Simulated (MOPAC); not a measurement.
**C3H5Cl3: frequency calculation (part 1 of 3)**

- system: C3H5Cl3 (1,2,3-trichloropropane), SMILES ClCC(Cl)CCl
- method: MNDOD, closed shell (MOPAC 23.2.5)

The geometry was optimised with MNDOD.

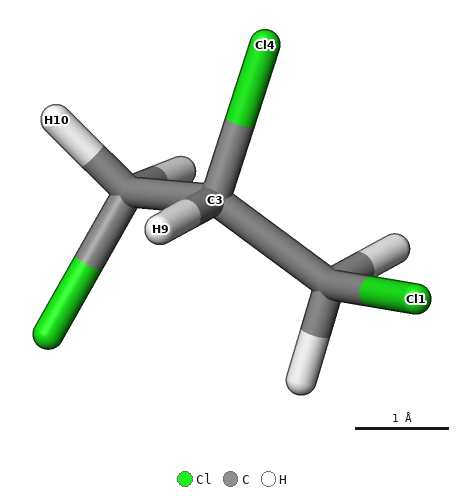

The input geometry (stick view, seen at a tilt; atoms are numbered from 1 in the order of the input). Bond lengths as drawn: C–C 1.55 to 1.56 Å, C–Cl 1.79 to 1.80 Å and C–H 1.11 to 1.12 Å.

**Results in brief**

- outcome: converged
- heat of formation: −37.22 kcal/mol
- basis functions: 44
- zero-point energy: 0.081166 hartree
- wavenumbers, lowest and highest: 57 and 3270 cm⁻¹
- hardware: 1 thread of Arm Neoverse N1, 16 GiB of memory available, shared host
- wall time: 0.78 s
- peak memory: 0.077 GiB

**Notes**

MOPAC's energies along a path are heats of formation.

**Input file (job.mop)**
```
thermo(298,398,100) force mndod aux(precision=6) t=10m threads=1


Cl -2.723843 1 -0.746873 1 -0.063088 1
C -1.206831 1 0.086424 1 -0.501497 1
C -0.008871 1 -0.417901 1 0.349618 1
Cl 0.309107 1 -2.146250 1 -0.026052 1
C 1.322963 1 0.351285 1 0.114669 1
Cl 1.237747 1 2.011333 1 0.771491 1
H -1.388911 1 1.172859 1 -0.328704 1
H -1.048954 1 -0.074307 1 -1.593580 1
H -0.269326 1 -0.392237 1 1.439716 1
H 2.173780 1 -0.145390 1 0.638251 1
H 1.575770 1 0.443266 1 -0.967030 1
```

Launch command:
```bash
mopac job.mop
```

**Log**
```
MOPAC v23.2.5
MNDOD CALCULATION RESULTS

 *  MNDOD      - The MNDOD Hamiltonian to be used
 *  FORCE      - FORCE CALCULATION SPECIFIED
 *  THREADS=1  - MULTI-THREADING NOT USED
 *  AUX        - OUTPUT AUXILIARY INFORMATION
 *  THERMO     - THERMODYNAMIC QUANTITIES TO BE CALCULATED
thermo(298,398,100) force mndod aux(precision=6) t=10m threads=1

   ATOM   CHEMICAL          X               Y               Z
  NUMBER   SYMBOL      (ANGSTROMS)     (ANGSTROMS)     (ANGSTROMS)

     1      Cl         -2.72384300  *  -0.74687300  *  -0.06308800  *
     2       C         -1.20683100  *   0.08642400  *  -0.50149700  *
     3       C         -0.00887100  *  -0.41790100  *   0.34961800  *
     4      Cl          0.30910700  *  -2.14625000  *  -0.02605200  *
     5       C          1.32296300  *   0.35128500  *   0.11466900  *
     6      Cl          1.23774700  *   2.01133300  *   0.77149100  *
     7       H         -1.38891100  *   1.17285900  *  -0.32870400  *
     8       H         -1.04895400  *  -0.07430700  *  -1.59358000  *
     9       H         -0.26932600  *  -0.39223700  *   1.43971600  *
    10       H          2.17378000  *  -0.14539000  *   0.63825100  *
    11       H          1.57577000  *   0.44326600  *  -0.96703000  *

          CARTESIAN COORDINATES

    NO.       ATOM           X           Y           Z

     1        Cl         -2.7238     -0.7469     -0.0631
     2         C         -1.2068      0.0864     -0.5015
     3         C         -0.0089     -0.4179      0.3496
     4        Cl          0.3091     -2.1463     -0.0261
     5         C          1.3230      0.3513      0.1147
     6        Cl          1.2377      2.0113      0.7715
     7         H         -1.3889      1.1729     -0.3287
     8         H         -1.0490     -0.0743     -1.5936
     9         H         -0.2693     -0.3922      1.4397
    10         H          2.1738     -0.1454      0.6383
    11         H          1.5758      0.4433     -0.9670

           Empirical Formula: C3 H5 Cl3  =    11 atoms

      MOLECULAR POINT GROUP   :   C1

      RHF CALCULATION, NO. OF DOUBLY OCCUPIED LEVELS = 19

          HEAT OF FORMATION =     -37.224598 KCALS/MOLE

          CARTESIAN COORDINATE DERIVATIVES

   NUMBER  ATOM         X            Y            Z

     1      Cl     -0.009713     0.002537    -0.006809
     2       C      0.022988    -0.015609     0.013967
     3       C     -0.006147     0.031185     0.005513
     4      Cl     -0.007007    -0.000607    -0.002599
     5       C      0.032224    -0.006176    -0.012000
     6      Cl     -0.003022     0.009723    -0.018936
     7       H      0.015175     0.007265     0.007790
     8       H     -0.023432    -0.003895     0.009284
     9       H     -0.004657    -0.016023     0.000725
    10       H     -0.001170     0.010600     0.009632
    11       H     -0.015240    -0.019000    -0.006567

 DIPOLE           X         Y         Z       TOTAL
 POINT-CHG.     1.307    -0.319     0.106     1.349
 HYBRID         0.246    -0.001     0.014     0.246
 SUM            1.553    -0.320     0.120     1.590

          GRADIENT NORM =   0.07752

          TIME FOR SCF CALCULATION =    0.02

          TIME FOR DERIVATIVES     =    0.01

          MOLECULAR WEIGHT =  147.43

          ROTATIONAL CONSTANTS IN CM(-1)

          A =    0.07555367   B =    0.03345936   C =    0.02408740

           PRINCIPAL MOMENTS OF INERTIA IN UNITS OF 10**(-40)*GRAM-CM**2

          A =      370.5180   B =      836.6566   C =     1162.1839

          ORIENTATION OF MOLECULE IN FORCE CALCULATION

    NO.       ATOM         X         Y         Z

     1         Cl      -2.2872   -1.0689    0.0671
     2          C      -0.5017   -1.0689    0.0671
     3          C       0.0718    0.3751    0.0671
     4         Cl      -0.3725    1.1975    1.6020
     5          C       1.6200    0.4580   -0.0619
     6         Cl       2.1611   -0.0203   -1.6968
     7          H      -0.1918   -1.6206   -0.8509
     8          H      -0.1744   -1.6555    0.9572
     9          H      -0.4052    0.9820   -0.7458
    10          H       1.9825    1.5020    0.0910
    11          H       2.1433   -0.2099    0.6610

    FIRST DERIVATIVES WILL BE USED IN THE CALCULATION OF SECOND DERIVATIVES

          ESTIMATED TIME TO COMPLETE CALCULATION =        1.55 SECONDS

    FOR POINT-GROUP C1   THERE ARE   1 UNIQUE SYMMETRY FUNCTIONS.

 STEP:   1 TIME =     0.02 SECS, INTEGRAL =      0.02 TIME LEFT:    599.95
 STEP:   2 TIME =     0.02 SECS, INTEGRAL =      0.05 TIME LEFT:    599.93
 STEP:   3 TIME =     0.02 SECS, INTEGRAL =      0.07 TIME LEFT:    599.91
 STEP:   4 TIME =     0.02 SECS, INTEGRAL =      0.09 TIME LEFT:    599.88
 STEP:   5 TIME =     0.02 SECS, INTEGRAL =      0.12 TIME LEFT:    599.86
 STEP:   6 TIME =     0.02 SECS, INTEGRAL =      0.14 TIME LEFT:    599.84
 STEP:   7 TIME =     0.02 SECS, INTEGRAL =      0.16 TIME LEFT:    599.81
 STEP:   8 TIME =     0.02 SECS, INTEGRAL =      0.19 TIME LEFT:    599.79
 STEP:   9 TIME =     0.02 SECS, INTEGRAL =      0.21 TIME LEFT:    599.77
 STEP:  10 TIME =     0.02 SECS, INTEGRAL =      0.23 TIME LEFT:    599.75
 STEP:  11 TIME =     0.02 SECS, INTEGRAL =      0.25 TIME LEFT:    599.73
 STEP:  12 TIME =     0.02 SECS, INTEGRAL =      0.27 TIME LEFT:    599.70
 STEP:  13 TIME =     0.02 SECS, INTEGRAL =      0.30 TIME LEFT:    599.68
 STEP:  14 TIME =     0.02 SECS, INTEGRAL =      0.32 TIME LEFT:    599.66
 STEP:  15 TIME =     0.02 SECS, INTEGRAL =      0.34 TIME LEFT:    599.63
 STEP:  16 TIME =     0.02 SECS, INTEGRAL =      0.36 TIME LEFT:    599.62
 STEP:  17 TIME =     0.02 SECS, INTEGRAL =      0.38 TIME LEFT:    599.59
 STEP:  18 TIME =     0.02 SECS, INTEGRAL =      0.41 TIME LEFT:    599.57
 STEP:  19 TIME =     0.02 SECS, INTEGRAL =      0.43 TIME LEFT:    599.55
 STEP:  20 TIME =     0.02 SECS, INTEGRAL =      0.45 TIME LEFT:    599.53
 STEP:  21 TIME =     0.02 SECS, INTEGRAL =      0.47 TIME LEFT:    599.51
 STEP:  22 TIME =     0.02 SECS, INTEGRAL =      0.48 TIME LEFT:    599.49
 STEP:  23 TIME =     0.02 SECS, INTEGRAL =      0.50 TIME LEFT:    599.48
 STEP:  24 TIME =     0.02 SECS, INTEGRAL =      0.52 TIME LEFT:    599.45
 STEP:  25 TIME =     0.02 SECS, INTEGRAL =      0.55 TIME LEFT:    599.43
 STEP:  26 TIME =     0.02 SECS, INTEGRAL =      0.56 TIME LEFT:    599.41
 STEP:  27 TIME =     0.02 SECS, INTEGRAL =      0.59 TIME LEFT:    599.39
 STEP:  28 TIME =     0.02 SECS, INTEGRAL =      0.61 TIME LEFT:    599.37
 STEP:  29 TIME =     0.02 SECS, INTEGRAL =      0.62 TIME LEFT:    599.35
 STEP:  30 TIME =     0.02 SECS, INTEGRAL =      0.65 TIME LEFT:    599.33
 STEP:  31 TIME =     0.02 SECS, INTEGRAL =      0.67 TIME LEFT:    599.30
 STEP:  32 TIME =     0.02 SECS, INTEGRAL =      0.69 TIME LEFT:    599.29
 STEP:  33 TIME =     0.02 SECS, INTEGRAL =      0.71 TIME LEFT:    599.27

(To convert to Hartree/Bohr^2, multiply by (10^(-21) x N x a0^2)/(4.184 x 627.51) =  0.0642)

           FORCE MATRIX IN MILLIDYNES/ANGSTROM

                 Cl  1       C  2       C  3      Cl  4       C  5      Cl  6
 ------------------------------------------------------------------------------
    Cl    1   5.543703
     C    2   3.894886  14.077390
     C    3   0.690303   3.877131  13.861963
    Cl    4   0.098761   0.725794   3.642002   5.361741
     C    5   0.060239   0.567957   3.847074   0.719046  14.021210
    Cl    6   0.009585   0.044456   0.645161   0.090120   3.826419   5.488997
     H    7   0.737887   5.155850   0.542424   0.063702   0.030357   0.047853
     H    8   0.721106   5.164332   0.558466   0.052446   0.020002   0.006945
     H    9   0.060500   0.570950   5.029373   0.726066   0.575066   0.058301
     H   10   0.012773   0.041514   0.572286   0.079163   5.161798   0.733685
     H   11   0.003834   0.026338   0.550732   0.045190   5.176132   0.719200

                  H  7       H  8       H  9       H 10       H 11
 ------------------------------------------------------------------
     H    7   5.984341
     H    8   0.550057   5.985581
     H    9   0.009775   0.048621   5.859919
     H   10   0.001048   0.000963   0.010660   5.976492
     H   11   0.004724   0.011721   0.049067   0.550147   5.993217

          HEAT OF FORMATION =     -37.224598 KCALS/MOLE

          ZERO POINT ENERGY      50.932 KCAL/MOL

           NORMAL COORDINATE ANALYSIS (Total motion = 1 Angstrom)

   Root No.       1         2         3         4         5         6         7         8

                 1 A       2 A       3 A       4 A       5 A       6 A       7 A       8 A

                  57.4      78.3     187.6     204.6     315.4     422.4     434.4     835.1

           1   -0.0156    0.0185   -0.0929   -0.0168    0.0051   -0.0170   -0.0473    0.0157
           2    0.0226   -0.0032   -0.0936    0.0292    0.0185   -0.0162   -0.0168   -0.0010
           3    0.0926   -0.0135   -0.0081    0.0038   -0.0013    0.0047   -0.0019   -0.0054
           4   -0.0156    0.0185   -0.0871   -0.0118    0.0064   -0.0094   -0.0182   -0.0248
           5    0.0134    0.0350    0.0319   -0.0349   -0.0717    0.0844   -0.0047    0.0651
           6   -0.1195   -0.0425   -0.0294    0.0730   -0.0337    0.0461   -0.0081    0.0602
           7   -0.0032   -0.0144   -0.0645   -0.0144   -0.0061    0.0303    0.0914   -0.0116
           8    0.0080    0.0480    0.0262   -0.0341   -0.0661    0.0693   -0.0360    0.0052
           9   -0.0508   -0.0054   -0.0240   -0.0091   -0.0250   -0.0602    0.0560    0.0991
          10   -0.0347    0.0012    0.1050   -0.0027    0.0622    0.0104   -0.0136    0.0089
          11   -0.0416   -0.0172    0.0463   -0.0326   -0.0092   -0.0490    0.0093   -0.0217
          12   -0.0338    0.0347    0.0186   -0.0034   -0.0569   -0.0321   -0.0025   -0.0408
          13    0.0010   -0.0199   -0.0567   -0.0220   -0.0182    0.0429    0.0995   -0.0384
          14    0.0033    0.0976    0.0139    0.0503    0.0519    0.0145    0.0510   -0.0252
          15   -0.0044   -0.0339   -0.0264   -0.0439    0.0426    0.0210    0.0164   -0.0071
          16    0.0577   -0.0133    0.0691    0.0408   -0.0581   -0.0195   -0.0047    0.0032
          17    0.0087   -0.0543    0.0178    0.0080    0.0209    0.0023   -0.0008    0.0021
          18    0.0130    0.0129    0.0194   -0.0111    0.0657    0.0176   -0.0139    0.0001
          19   -0.1251    0.0115   -0.0799    0.0157   -0.0254    0.0314   -0.0521   -0.0479
          20    0.1012    0.0688    0.0601   -0.1104   -0.0599   -0.0264    0.0455    0.2867
          21   -0.2093   -0.0651   -0.0454    0.1292   -0.0508    0.1278   -0.0494   -0.0935
          22    0.0845    0.0467   -0.0577   -0.0607    0.0076   -0.0311   -0.0359    0.0293
          23   -0.0715    0.0141    0.0267    0.0260   -0.0953    0.1945   -0.0706   -0.1299
          24   -0.2122   -0.0667   -0.0433    0.1305   -0.0519    0.1315   -0.0476   -0.0930
          25    0.0205   -0.0441   -0.0835   -0.0536   -0.0220    0.0672    0.1216   -0.0049
          26    0.0371    0.0644    0.0470   -0.0672   -0.0989    0.0811   -0.0369   -0.0123
          27   -0.0429    0.0244    0.0072   -0.0109   -0.0446   -0.0674    0.0299    0.0653
          28   -0.0027   -0.0675   -0.0683   -0.0986   -0.0964    0.1000    0.0207   -0.0924
          29    0.0023    0.1307    0.0195    0.0866    0.0883   -0.0112    0.0919    0.0075
          30    0.0116   -0.1471   -0.0216   -0.1022   -0.0047    0.0550   -0.0766   -0.0689
          31   -0.0236    0.0165   -0.0819    0.0258    0.0275   -0.0090    0.1971    0.0276
          32   -0.0005    0.1961    0.0240    0.1273    0.1277   -0.0303    0.1397    0.0343
          33    0.0101    0.0310    0.0038   -0.0071    0.0797    0.0177    0.0211   -0.0012

   Root No.       9        10        11        12        13        14        15        16

                 9 A      10 A      11 A      12 A      13 A      14 A      15 A      16 A

                 897.3     949.1     990.8    1026.2    1130.9    1189.0    1196.7    1226.8

           1   -0.0220    0.0211   -0.0440   -0.0003    0.0059   -0.0000    0.0010    0.0001
           2    0.0019    0.0006    0.0034   -0.0002    0.0012    0.0010   -0.0012   -0.0006
           3   -0.0028    0.0014    0.0007    0.0078    0.0005   -0.0044   -0.0035    0.0020
           4    0.0510   -0.0567    0.1338    0.0011   -0.0302   -0.0041   -0.0077   -0.0057
           5   -0.0357   -0.0060    0.0020    0.0036   -0.0650   -0.0104   -0.0169   -0.0407
           6    0.0282   -0.0075   -0.0084   -0.0678    0.0041    0.0058    0.0073    0.0134
           7   -0.0078   -0.0678   -0.0089    0.0032   -0.0541   -0.0282    0.0558    0.0227
           8    0.0291    0.0059    0.0257    0.0021    0.0737    0.0062    0.0062    0.0414
           9    0.0192    0.0071    0.0111    0.0871    0.0162    0.0125    0.0122   -0.0165
          10    0.0024    0.0094    0.0029    0.0037    0.0011    0.0010    0.0001    0.0006
          11   -0.0047   -0.0056   -0.0029   -0.0059   -0.0036   -0.0007    0.0000    0.0003
          12   -0.0086   -0.0089   -0.0059   -0.0195   -0.0091   -0.0050   -0.0021    0.0000
          13    0.0042   -0.0159   -0.0273   -0.0212    0.0611    0.0157   -0.0484   -0.0296
          14    0.0592    0.0693   -0.0540    0.0185   -0.0309    0.0031    0.0044    0.0013
          15   -0.0051    0.2177    0.0431   -0.0140   -0.0068    0.0008    0.0026    0.0016
          16    0.0024    0.0199    0.0024    0.0023   -0.0010    0.0010    0.0007    0.0004
          17   -0.0071   -0.0219    0.0023   -0.0020    0.0075   -0.0029    0.0022   -0.0027
          18   -0.0028   -0.0762   -0.0111    0.0016    0.0042    0.0018   -0.0037    0.0000
          19    0.0062   -0.0009    0.1404    0.1589    0.0080   -0.1658   -0.1901    0.0826
          20    0.0695   -0.0214   -0.0060   -0.1532   -0.0434   -0.0941   -0.1067    0.0369
          21   -0.0486    0.0195    0.0110    0.0950    0.0076    0.0001   -0.0021   -0.0020
          22    0.0659   -0.0599    0.1330   -0.1577   -0.0384    0.2239    0.1247   -0.1290
          23   -0.1265    0.0200    0.0486    0.1445   -0.0831    0.1022    0.0403   -0.1485
          24   -0.0493    0.0171    0.0142    0.0988   -0.0070   -0.0053   -0.0046   -0.0151
          25   -0.0873    0.0099    0.0037   -0.0065   -0.0728   -0.0102    0.1280    0.2103
          26   -0.0386   -0.0078    0.0319    0.0734    0.1372    0.1046    0.1100    0.1839
          27    0.0165   -0.0444    0.0084    0.1338    0.0826    0.0759    0.0442   -0.0188
          28    0.1931   -0.0176   -0.1506    0.0342    0.1485   -0.0867    0.0676   -0.1389
          29   -0.0407    0.0619    0.0215   -0.0112   -0.0236    0.0218   -0.0197    0.0289
          30    0.1538    0.1601   -0.1268    0.0409   -0.2195    0.1065   -0.0905    0.0876
          31   -0.1382   -0.0310    0.0689   -0.0267    0.0203    0.1691   -0.1902    0.0852
          32   -0.1432    0.0680    0.1214   -0.0591    0.0964   -0.0287    0.0177   -0.0233
          33   -0.0759    0.2014    0.1212   -0.0739    0.1303   -0.1396    0.1196   -0.1049

   Root No.      17        18        19        20        21        22        23        24

                17 A      18 A      19 A      20 A      21 A      22 A      23 A      24 A

                1295.1    1339.2    1394.9    1399.2    1429.9    1431.6    3203.2    3226.7
```
